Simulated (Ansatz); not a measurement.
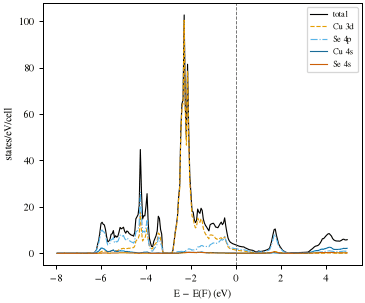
Total and projected density of states of CuSe in space group P6_3/mmc (No. 194; Cu on 2d, Cu on 4f, Se on 2c, Se on 4e), DFT-r²SCAN in the program Ansatz with PAW potentials

Q: Which orbitals carry the states next to the Fermi level?

A: Within 0.5 eV of the Fermi level: Se 4p 52 %, Cu 3d 42 %. Projections are on Löwdin-orthogonalised atomic valence shells; empty p or d shells of many metals are not among them.

Q: Where is the tallest occupied peak in this window, and what makes it?

A: Near -2.3 eV, about 100 states/eV per cell; the largest projected share is Cu 3d.

The workflow started from an entry of the Crystallography Open Database (COD). Its standing as an ambient phase is unchecked. The r²SCAN relaxation kept the symmetry of its start; whether a distortion lowers the energy is not shown. No spin polarisation was allowed. Scalar-relativistic: spin–orbit coupling is off unless named, which matters more the heavier the elements.

Potentials: the later of the program's two PAW sets.
